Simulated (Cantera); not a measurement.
A closed system holds: 1 mol B2H6, 1.4 mol H2, equilibrated at 0.133 bar.

Method: chemical equilibrium by Gibbs-energy minimisation in Cantera with the NASA 1993 tables (ideal gas, pure condensed phases). Candidate condensed phases: B; 7 gas species. The feed counts by its element totals alone. The tables' values for BH2 are old estimates; treat these amounts as uncertain. Gases not in the tables: B2H6 and higher boranes. The numbers say what is thermodynamically allowed, not how fast it happens.

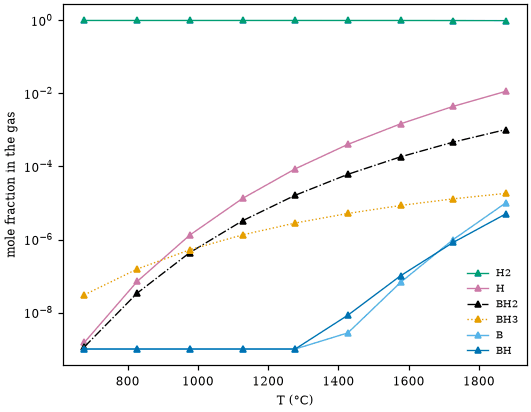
Fig. 1. Equilibrium gas composition (values under 1e-9 drawn at 1e-9)

Q: Read off the mole fractions at 1877 °C.

A: H2 about 0.99, H about 0.011, BH2 about 0.0010, BH3 about 1.8e-5, B about 1.0e-5, BH about 5.1e-6.
